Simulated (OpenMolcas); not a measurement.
# SiCl2 (SMILES Cl[Si]Cl) at 6 levels

We compute a comparison of 6 runs (HF/3-21G, BHLYP/cc-pVTZ, M06-2X/cc-pVTZ, TPSS/cc-pVTZ, r2SCAN/cc-pVTZ, CCSD(T)/cc-pVTZ) of SiCl2. 

Program for the calculation: OpenMolcas 26.06.

1 further run of the same task is left out (set aside as unsound or not needed).

## 1. Starting point

SiCl2: 3 atoms, total charge 0, spin state singlet. SMILES: `Cl[Si]Cl`. Geometry: relaxed at PBE0-D4/def2-TZVP.

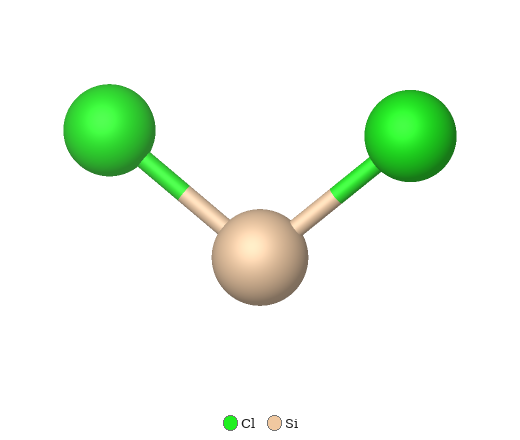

Viewed from a chosen angle; chlorine green, silicon light orange.

## 2. Energy and forces at HF/3-21G (run 1)

run.inp reads:

```
* Cl2Si Hartree-Fock
>>> EXPORT MOLCAS_PRINT=2
&GATEWAY
BasLib=$CurrDir
Coord
3
angstrom
Cl       0.293800       1.603800       0.338000
Si      -0.770100      -0.010400      -0.422000
Cl       0.476300      -1.593400       0.084000
Basis=3-21G
Group=NoSym
&SEWARD
&SCF
Thresholds=1e-10 1e-07 1e-07 1e-05
PrOrbitals=1 2
&ALASKA
```

The basis set 3-21G is read from a file made from the Basis Set Exchange's data (not shown).

Launch:

```
$ export MOLCAS_MEM=1860
$ pymolcas run.inp > run.log
```

Log:

```text
--- Start Module: gateway ---
[...]
--- Stop Module: gateway /rc=_RC_ALL_IS_WELL_ ---
[...]
      Basis functions           39
[...]
--- Start Module: scf ---
[...]
       Convergence after  10 Iterations
[...]
::    Total SCF energy                              -1202.0472974177
[...]
      Total spin, S                                     0.0000000000
[...]
      Total electronic charge=   48.000000
      Total            charge=   -0.000000
[...]
      Dipole Moment (debye):
      Origin of the operator (angstrom)=    0.0550    0.0007    0.0301
                   X= -2.1741E+00               Y= -2.9006E-02               Z= -1.1913E+00           Total=  2.4793E+00
      Quadrupole Moment (debye*angstrom):
[...]
--- Stop Module: scf /rc=_RC_ALL_IS_WELL_ ---
--- Start Module: alaska ---
[...]
 *              Molecular gradients               *
 **************************************************
  Irreducible representation: a
 ------------------------------------------------------------------------------------------
                              X                       Y                       Z
 ------------------------------------------------------------------------------------------
  CL1              -2.21460190901199E-02   -3.70646682443549E-02   -1.62032873923827E-02
  SI2               4.84685173953103E-02    6.77062024118880E-04    2.65623062293923E-02
  CL3              -2.63224983051877E-02    3.63876062202095E-02   -1.03590188370184E-02
 ------------------------------------------------------------------------------------------
--- Stop Module: alaska /rc=_RC_ALL_IS_WELL_ ---
[...]
```

It took 2 s on 1 thread of Intel Xeon Platinum 8375C at 2.90GHz (Ice Lake), shared host; peak memory 0.38 GiB.

## 3. Energy and gradient at BHLYP/cc-pVTZ (run 2)

run.inp reads:

```
&GATEWAY
BASLIB=$CurrDir
COORD
3
angstrom
Cl       0.293800       1.603800       0.338000
Si      -0.770100      -0.010400      -0.422000
Cl       0.476300      -1.593400       0.084000
BASIS=cc-pVTZ
GROUP=NoSym
&SEWARD
GRIDINPUT
Grid=UltraFine
End of Grid
&SCF
KSDFT=HYB_GGA_XC_BHANDHLYP
THRESHOLDS=1e-10 1e-07 1e-07 1e-05
PRORBITALS=1
&ALASKA
```

The basis set cc-pVTZ is read from a file made from the Basis Set Exchange's data (not shown).

Launch:

```
$ export MOLCAS_MEM=1860
$ pymolcas run.inp > run.log
```

Log:

```text
--- Start Module: gateway ---
[...]
--- Stop Module: gateway /rc=_RC_ALL_IS_WELL_ ---
[...]
      Basis functions          102
[...]
--- Start Module: scf ---
[...]
       Convergence after  13 Iterations
[...]
::    Total KS-DFT energy                           -1210.0145734627
[...]
      Total spin, S                                     0.0000000000
[...]
      Total electronic charge=   48.000000
      Total            charge=   -0.000000
[...]
      Dipole Moment (debye):
      Origin of the operator (angstrom)=    0.0550    0.0007    0.0301
                   X= -9.5182E-01               Y= -1.2440E-02               Z= -5.2153E-01           Total=  1.0854E+00
      Quadrupole Moment (debye*angstrom):
[...]
--- Stop Module: scf /rc=_RC_ALL_IS_WELL_ ---
[...]
--- Start Module: alaska ---
[...]
 *              Molecular gradients               *
 **************************************************
  Irreducible representation: a
 ------------------------------------------------------------------------------------------
                              X                       Y                       Z
 ------------------------------------------------------------------------------------------
  CL1              -1.03829950137246E-03   -1.74926344013926E-03   -7.60952902989942E-04
  SI2               2.26220001222188E-03    4.63859624051377E-05    1.24139415365399E-03
  CL3              -1.22390051090804E-03    1.70287747766551E-03   -4.80441250648056E-04
 ------------------------------------------------------------------------------------------
--- Stop Module: alaska /rc=_RC_ALL_IS_WELL_ ---
[...]
```

It took 24 s on 1 thread of Intel Xeon Platinum 8375C at 2.90GHz (Ice Lake), shared host; peak memory 0.58 GiB.

Runs 3 to 5 aren't shown in full; the table further down has their settings and results.

## 4. A single-point energy at CCSD(T)/cc-pVTZ (Cholesky decomposition) (run 6)

mol.xyz reads:

```xyz
3

Cl     0.293800     1.603800     0.338000
Si    -0.770100    -0.010400    -0.422000
Cl     0.476300    -1.593400     0.084000
```

run.input reads:

```
* Cl2Si CCSD(T)

&GATEWAY
 BASLIB = $CurrDir
 COORD = mol.xyz
 BASIS = cc-pVTZ
 GROUP = NoSym

&SEWARD
 HIGH

&SCF
 THRESHOLDS = 1e-10 1e-07 1e-07 1e-05
 PRORBITALS = 1 2

&CHCC
 FROZEN = 15
 THRESHOLD = 1e-08
 MAXITERATIONS = 80

&CHT3
 FROZEN = 15
```

The basis set cc-pVTZ is read from a file made from the Basis Set Exchange's data (not shown).

Launch:

```
$ export MOLCAS_MEM=1860
$ pymolcas run.input > run.log
```

Log:

```text
--- Start Module: gateway ---
[...]
--- Stop Module: gateway /rc=_RC_ALL_IS_WELL_ ---
[...]
      Basis functions          102
[...]
       Convergence after  13 Iterations
[...]
::    Total SCF energy                              -1208.0552119042
[...]
      Total spin, S                                     0.0000000000
[...]
      Total electronic charge=   48.000000
      Total            charge=   -0.000000
[...]
      Dipole Moment (debye):
      Origin of the operator (angstrom)=    0.0550    0.0007    0.0301
                   X= -9.4403E-01               Y= -1.2310E-02               Z= -5.1726E-01           Total=  1.0765E+00
      Quadrupole Moment (debye*angstrom):
[...]
--- Start Module: chcc ---
[...]
--- Stop Module: chcc /rc=_RC_ALL_IS_WELL_ ---
[...]
--- Start Module: cht3 ---
[...]
--- Stop Module: cht3 /rc=_RC_ALL_IS_WELL_ ---
[...]
```

Wall time 3.1 min (1 thread of Intel Xeon Platinum 8375C at 2.90GHz (Ice Lake), shared host); peak memory 0.12 GiB.

## 5. The series

| run | level | integration grid | integral approximation | energy (Eh) | dipole moment (D) of the reference | HOMO energy (eV) | LUMO energy (eV) | wall time |
| --- | --- | --- | --- | --- | --- | --- | --- | --- |
| 1 | HF/3-21G | – | none | -1202.047297 | 2.48 | -10.67 | -0.50 | 2 s |
| 2 | BHLYP/cc-pVTZ | UltraFine | none | -1210.014573 | 1.09 | -8.74 | -1.95 | 24 s |
| 3 | M06-2X/cc-pVTZ | UltraFine | none | -1209.967846 | 1.14 | -8.80 | -2.04 | 31 s |
| 4 | TPSS/cc-pVTZ | UltraFine | none | -1210.072654 | 0.76 | -6.77 | -3.61 | 33 s |
| 5 | r2SCAN/cc-pVTZ | UltraFine | none | -1209.922455 | 0.75 | -6.88 | -3.59 | 33 s |
| 6 | CCSD(T)/cc-pVTZ (Cholesky decomposition) | – | CD high | -1208.587506 | 1.08 | -10.20 | 0.32 | 3.1 min |

## 6. Results

| quantity | value |
| --- | --- |
| run 6: total energy | -1208.58751 Eh |
| run 6: dipole moment (mean-field density) | 1.08 D |
| run 6: HOMO energy (Hartree–Fock orbitals) | -10.20 eV |
| run 6: LUMO energy (Hartree–Fock orbitals) | 0.32 eV |
| run 6: HOMO–LUMO gap (Hartree–Fock orbitals) | 10.51 eV |
| run 6: correlation energy (15 core orbitals frozen) | -532.3 mEh |
| run 6: (T) correction | -23.31 mEh |

**Reading.** Over runs 1, 2, 3, 4, 5 the dipole moment (its size) runs from 0.75 D (r2SCAN/cc-pVTZ) to 2.48 D (HF/3-21G). The two ends differ in method and basis. Over runs 1, 2, 3, 4, 5 the HOMO–LUMO gap runs from 3.15 eV (TPSS/cc-pVTZ) to 10.17 eV (HF/3-21G). Totals of different functionals can't be ranked against each other. All runs together took 5.1 min, the longest 3.1 min.
